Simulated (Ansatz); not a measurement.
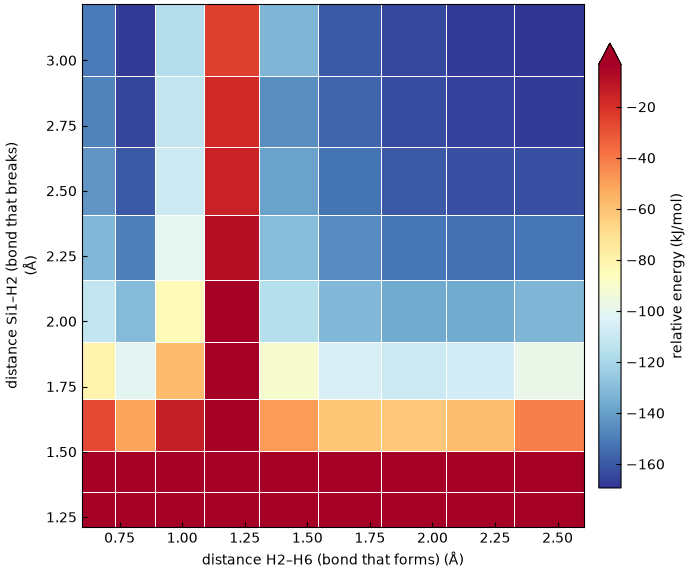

Energy landscape of the reacting system H₆OSeSi (fragments H₆OSeSi where the first distance is long, H₄OSeSi + H₂ where the second is long). Coordinates scanned: (1) distance H2–H6 (bond that forms); (2) distance Si1–H2 (bond that breaks). Relaxed at each point: all other coordinates. Grid: 9 × 9 points. Points are written as (first, second). Energies: kJ/mol, counted from a guessed transition structure relaxed with its forming and breaking bonds held. Energies and slopes of some neighbouring points disagree (a jump in structure or state, or too coarse a mesh). The reference is spin-restricted, so regions where a bond is pulled apart into radicals lie too high. Theory: RKS PBE0-D4/def2-SVP (Ansatz 0.2.0).

In the figure: one coloured cell a grid point, one colour for all values above the top of the scale. 

What does the map say about the system?

The lowest grid point is at (2.466 Å, 3.078 Å), −169 kJ/mol from a guessed transition structure relaxed with its forming and breaking bonds held. It lies in a valley that leaves the map towards separated partners. The energy also falls towards the edge at (0.800 Å, 3.078 Å) (1.6 kJ/mol above the lowest), where a further well may lie outside the range. The highest grid point, (2.466 Å, 1.278 Å), lies 337 kJ/mol above the lowest.

The whole map (81 points run) took 41 min on 1 thread of Arm Neoverse V1, with other jobs on the host.
